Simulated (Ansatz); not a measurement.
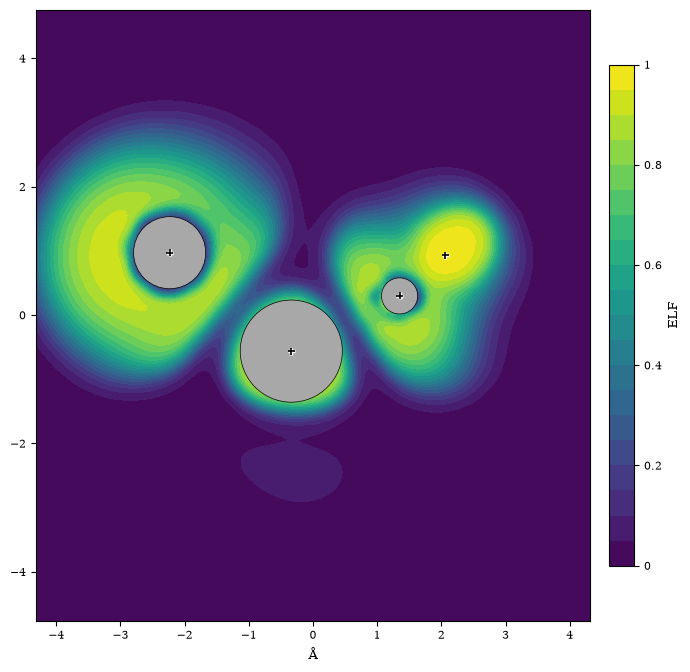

The ELF on a plane through atoms (crosses mark nuclei in the plane; grey discs cover the cores).

All numbers below come from RKS PBE0-D4/def2-TZVPP in Ansatz 0.2.0.

Candidates:
A. C2H7BrSi (SMILES CC([SiH3])Br)
B. H4OS3Zr (SMILES [OH][Zr]([SH])([SH])[SH])
C. C2H7GeNO (SMILES C=N[CH](O)[GeH3])

Q: Which candidate gave the map?

A: Candidate B: H4OS3Zr on the plane of atoms O1, Zr2 and S3, which holds O, Zr, S and H. Zr–O (1.89 Å): the ELF peaks at about 0.80 in the valence shell of O, 0.5 Å from its nucleus, and drops to about 0.25 between the two atoms. Zr–S (2.44 Å): the ELF peaks at about 0.90 in the valence shell of S, 0.9 Å from its nucleus, and is about 0.50 at the midpoint.
